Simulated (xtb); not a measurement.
## Calculation of the molecule and its ions, with input and output: CH$_{7}$OSbSi (part 1 of 2)

CH$_{7}$OSbSi, computed with GFN1-xTB, ALPB solvent ether (xtb 6.7.1).

The run did not end well. The geometry was optimised with GFN2-xTB.

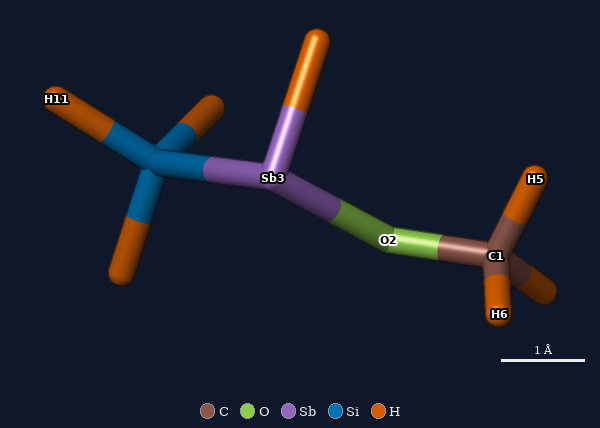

*The structure as given in the input (stick view, seen at a tilt; atoms are numbered from 1 in the order of the input). Sticks mark near contacts.*

Bond lengths as drawn: C–H 1.09 Å, C–O 1.39 Å, H–Sb 1.74 Å, H–Si 1.46 to 1.47 Å, O–Sb 2.01 Å and Sb–Si 2.55 Å.

Input (mol.json)
```
{"schema_name": "qcschema_molecule", "schema_version": 2, "symbols": ["C", "O", "Sb", "Si", "H", "H", "H", "H", "H", "H", "H"], "geometry": [1.57537018, 3.75860857, -1.04460281, 1.09078771, 1.36555389, -0.08046454, -2.39279012, 0.49932233, 1.15655018, -0.69283029, -4.0012683, 1.37260257, 0.44603206, 4.15335346, -2.7316747, 1.22093315, 5.2508497, 0.34334434, 3.57056192, 3.81344842, -1.56633729, -3.55325203, -0.07386939, -1.85799762, 0.57566727, -4.88917502, -0.91719747, 1.07805096, -4.2469138, 3.48592109, -2.79513171, -5.73766205, 1.87880351], "molecular_charge": 0, "molecular_multiplicity": 1}
```

Command:
```bash
xtb mol.json --vea --json --alpb ether | tee mol.out
```

Output
```
* xtb version 6.7.1
   ID    Z sym.   atoms
    1    6 C      1
    2    8 O      2
    3   51 Sb     3
    4   14 Si     4
    5    1 H      5-11

           -------------------------------------------------
          |                Calculation Setup                |
           -------------------------------------------------

          program call               : xtb mol.json --vea --json --alpb ether
          coordinate file            : mol.json
          omp threads                :                     1

           -------------------------------------------------
          |                 G F N 1 - x T B                 |
           -------------------------------------------------

      * Hamiltonian:
        H0-scaling (s, p, d)           1.850000    2.250000    2.000000
        zeta-weighting                 0.000000
      * Dispersion:
        s8                             2.400000
        a1                             0.630000
        a2                             5.000000
        s9                             0.000000
      * Repulsion:
        kExp                           1.500000
        rExp                           1.000000
      * Coulomb:
        alpha                          2.000000
        third order                    atomic
        anisotropic                    false
      * Halogen bond correction:
        rad-scale                      1.300000
        damping                        0.440000

      * Solvation model:               ALPB
        Solvent                        ether
        Parameter file                 internal GFN1-xTB/ALPB
        Dielectric constant                4.3300E+00
        Reference state                gsolv [1 M gas/solution]
        Free energy shift                  1.3619E-02 Eh       8.5463E+00 kcal/mol
        Temperature                        2.9815E+02 K
        Density                            7.1300E-01 kg/L
        Solvent mass                       7.4120E+01 g/mol
        Interaction kernel             P16
        Born radius scaling (c1)           1.8244E+00
        Born radii integrator          GBOBC
        Born offset                        0.0000E+00 a0       0.0000E+00 AA
        H-bond correction              true
        Ion screening                  false
        Surface tension                    1.0000E-05 Eh       1.5569E+01 dyn/cm
        Grid points                               230 per atom

          ...................................................
          :                      SETUP                      :
          :.................................................:
          :  # basis functions                  42          :
          :  # atomic orbitals                  40          :
          :  # shells                           24          :
          :  # electrons                        26          :
          :  # halogen bonds                     0          :
          :  max. iterations                   250          :
          :  Hamiltonian                  GFN1-xTB          :
          :  restarted?                      false          :
          :  GBSA solvation                   true          :
          :  PC potential                    false          :
          :  electronic temp.          300.0000000     K    :
          :  accuracy                    1.0000000          :
          :  -> integral cutoff          0.2500000E+02      :
          :  -> integral neglect         0.1000000E-07      :
          :  -> SCF convergence          0.1000000E-05 Eh   :
          :  -> wf. convergence          0.2000000E-04 e    :
          :  Broyden damping             0.4000000          :
          :  net charge                          0          :
          :  unpaired electrons                  0          :
          ...................................................

 iter      E             dE          RMSdq      gap      omega  full diag
   1    -15.0040154 -0.150040E+02  0.581E+00    4.38       0.0  T
   2    -15.0409979 -0.369825E-01  0.316E+00    4.30       1.0  T
   3    -15.0335849  0.741301E-02  0.204E+00    4.17       1.0  T
   4    -15.0574556 -0.238707E-01  0.393E-01    4.22       1.0  T
   5    -15.0580207 -0.565084E-03  0.418E-02    4.23       1.0  T
   6    -15.0580316 -0.109483E-04  0.104E-02    4.23       2.9  T
   7    -15.0580320 -0.350925E-06  0.335E-03    4.24       9.0  T
   8    -15.0580320 -0.173673E-07  0.100E-03    4.24      30.0  T
   9    -15.0580320 -0.273692E-08  0.158E-04    4.24     190.9  T
  10    -15.0580320 -0.135847E-09  0.782E-05    4.24     385.7  T

   *** convergence criteria satisfied after 10 iterations ***

         #    Occupation            Energy/Eh            Energy/eV
      -------------------------------------------------------------
         1        2.0000           -0.8723591             -23.7381
       ...           ...                  ...                  ...
         7        2.0000           -0.5497548             -14.9596
         8        2.0000           -0.4818739             -13.1125
         9        2.0000           -0.4782794             -13.0146
        10        2.0000           -0.4713768             -12.8268
        11        2.0000           -0.4522781             -12.3071
        12        2.0000           -0.4383224             -11.9274
        13        2.0000           -0.4032388             -10.9727 (HOMO)
        14                         -0.2475987              -6.7375 (LUMO)
        15                         -0.2345769              -6.3832
        16                         -0.2087411              -5.6801
        17                         -0.1966999              -5.3525
        18                         -0.1679113              -4.5691
       ...                                ...                  ...
        40                          1.4825580              40.3425
      -------------------------------------------------------------
                  HL-Gap            0.1556401 Eh            4.2352 eV
             Fermi-level           -0.3254187 Eh           -8.8551 eV

 SCC (total)                   0 d,  0 h,  0 min,  0.013 sec
 SCC setup                      ...        0 min,  0.000 sec (  1.531%)
 Dispersion                     ...        0 min,  0.000 sec (  0.202%)
 classical contributions        ...        0 min,  0.000 sec (  0.071%)
 integral evaluation            ...        0 min,  0.003 sec ( 21.848%)
 iterations                     ...        0 min,  0.004 sec ( 31.308%)
 molecular gradient             ...        0 min,  0.006 sec ( 43.907%)
 printout                       ...        0 min,  0.000 sec (  1.043%)

         :::::::::::::::::::::::::::::::::::::::::::::::::::::
         ::                     SUMMARY                     ::
         :::::::::::::::::::::::::::::::::::::::::::::::::::::
         :: total energy             -14.966416956118 Eh    ::
         :: total w/o Gsasa/hb       -14.961423714690 Eh    ::
         :: gradient norm              0.028869629658 Eh/a0 ::
         :: HOMO-LUMO gap              4.235182980271 eV    ::
         ::.................................................::
         :: SCC energy               -15.058031983030 Eh    ::
         :: -> electrostatic           0.064657904351 Eh    ::
         :: -> Gsolv                  -0.006370643208 Eh    ::
         ::    -> Gelec               -0.001377401780 Eh    ::
         ::    -> Gsasa               -0.018299406340 Eh    ::
         ::    -> Ghb                 -0.000313249678 Eh    ::
         ::    -> Gshift               0.013619414591 Eh    ::
         :: repulsion energy           0.095377319196 Eh    ::
         :: dispersion energy         -0.003762292284 Eh    ::
         :: halogen bond corr.         0.000000000000 Eh    ::
         :: add. restraining           0.000000000000 Eh    ::
         :: total charge              -0.000000000000 e     ::
         :::::::::::::::::::::::::::::::::::::::::::::::::::::

           -------------------------------------------------
          |        vertical delta SCC EA calculation        |
           -------------------------------------------------

 iter      E             dE          RMSdq      gap      omega  full diag
   1    -15.2153294 -0.152153E+02  0.140E+00    0.35       0.0  T
   2    -15.2387526 -0.234232E-01  0.146E+00    0.32       1.0  T
   3    -15.2498928 -0.111402E-01  0.766E-01    0.33       1.0  T
   4    -15.2493902  0.502605E-03  0.795E-01    0.34       1.0  T
   5    -15.2518528 -0.246257E-02  0.433E-01    0.36       1.0  T
   6    -15.2526183 -0.765492E-03  0.316E-01    0.37       1.0  T
   7    -15.2547510 -0.213275E-02  0.387E-01    0.39       1.0  T
   8    -15.2273704  0.273806E-01  0.248E+00    0.31       1.0  T
   9    -15.2531393 -0.257689E-01  0.286E-01    0.37       1.0  T
  10    -15.2546783 -0.153900E-02  0.364E-01    0.39       1.0  T
  11    -15.2567872 -0.210892E-02  0.475E-01    0.40       1.0  T
  12    -15.2567388  0.483882E-04  0.473E-01    0.39       1.0  T
  13    -15.2533067  0.343211E-02  0.286E-01    0.38       1.0  T
  14    -15.2520801  0.122656E-02  0.342E-01    0.36       1.0  T
  15    -15.2534516 -0.137150E-02  0.290E-01    0.38       1.0  T
  16    -15.2579945 -0.454285E-02  0.525E-01    0.40       1.0  T
  17    -15.2885129 -0.305185E-01  0.120E+00    0.39       1.0  T
  18    -15.5034994 -0.214986E+00  0.266E+00    0.27       1.0  T
  19    -15.4281907  0.753088E-01  0.231E+00    0.30       1.0  T
  20    -17.5741802 -0.214599E+01  0.598E+00    0.22       1.0  T
  21    -15.8767206  0.169746E+01  0.377E+00    0.21       1.0  T
  22    -15.4276646  0.449056E+00  0.232E+00    0.29       1.0  T
  23    -27.2627042 -0.118350E+02  0.120E+01    0.61       1.0  T
  24   -156.8894062 -0.129627E+03  0.321E+01    0.62       1.0  T
  25    -54.5293727  0.102360E+03  0.202E+01    0.54       1.0  T
  26   -239.4572787 -0.184928E+03  0.338E+01    1.08       1.0  T
  27   -239.9874997 -0.530221E+00  0.373E+01    1.70       1.0  T
  28   -238.3374514  0.165005E+01  0.336E+01    0.86       1.0  T
  29   -239.6843168 -0.134687E+01  0.619E+01    1.84       1.0  T
  30   -239.6007852  0.835316E-01  0.593E+01    1.78       1.0  T
  31   -239.6369625 -0.361773E-01  0.610E+01    1.79       1.0  T
  32   -239.6257835  0.111790E-01  0.654E+01    1.64       1.0  T
  33   -239.6802072 -0.544237E-01  0.617E+01    1.81       1.0  T
  34   -239.6765807  0.362648E-02  0.618E+01    1.80       1.0  T
  35   -239.6335649  0.430159E-01  0.655E+01    1.77       1.0  T
  36   -239.6331947  0.370175E-03  0.655E+01    1.77       1.0  T
  37   -239.6969409 -0.637462E-01  0.632E+01    1.82       1.0  T
  38   -235.9636868  0.373325E+01  0.684E+01    0.52       1.0  T
  39   -239.5518128 -0.358813E+01  0.652E+01    0.35       1.0  T
  40   -236.0471147  0.350470E+01  0.668E+01    0.50       1.0  T
  41   -236.0805566 -0.334418E-01  0.659E+01    0.50       1.0  T
  42   -236.1338248 -0.532682E-01  0.640E+01    0.47       1.0  T
  43   -236.1785585 -0.447336E-01  0.616E+01    0.41       1.0  T
  44   -232.7469036  0.343165E+01  0.588E+01    0.09       1.0  T
  45   -235.9702089 -0.322331E+01  0.572E+01    0.23       1.0  T
  46   -234.4296824  0.154053E+01  0.380E+01    0.65       1.0  T
  47   -205.6392396  0.287904E+02  0.396E+01    2.48       1.0  T
  48   -218.0134051 -0.123742E+02  0.730E+01    1.31       1.0  T
  49   -216.1406944  0.187271E+01  0.108E+02    1.29       1.0  T
  50   -215.9539605  0.186734E+00  0.120E+02    1.55       1.0  T
  51   -216.1427409 -0.188780E+00  0.117E+02    1.46       1.0  T
  52   -217.8329269 -0.169019E+01  0.956E+01    1.96       1.0  T
  53   -217.8947324 -0.618055E-01  0.130E+02    0.45       1.0  T
  54   -218.2864375 -0.391705E+00  0.109E+02    2.01       1.0  T
  55   -218.4914466 -0.205009E+00  0.140E+02    0.98       1.0  T
  56   -218.6715637 -0.180117E+00  0.140E+02    1.36       1.0  T
  57   -218.5379795  0.133584E+00  0.132E+02    1.36       1.0  T
  58   -218.4636757  0.743038E-01  0.131E+02    1.15       1.0  T
  59   -218.4070034  0.566723E-01  0.127E+02    1.23       1.0  T
  60   -218.3532486  0.537549E-01  0.113E+02    1.19       1.0  T
  61   -219.0000741 -0.646826E+00  0.100E+02    1.19       1.0  T
  62   -225.2753132 -0.627524E+01  0.888E+01    0.79       1.0  T
  63   -219.3965555  0.587876E+01  0.979E+01    0.69       1.0  T
  64   -219.3863847  0.101708E-01  0.979E+01    0.69       1.0  T
  65   -222.9605236 -0.357414E+01  0.746E+01    1.21       1.0  T
  66   -227.2685718 -0.430805E+01  0.559E+01    0.44       1.0  T
  67   -225.2499403  0.201863E+01  0.574E+01    0.51       1.0  T
```
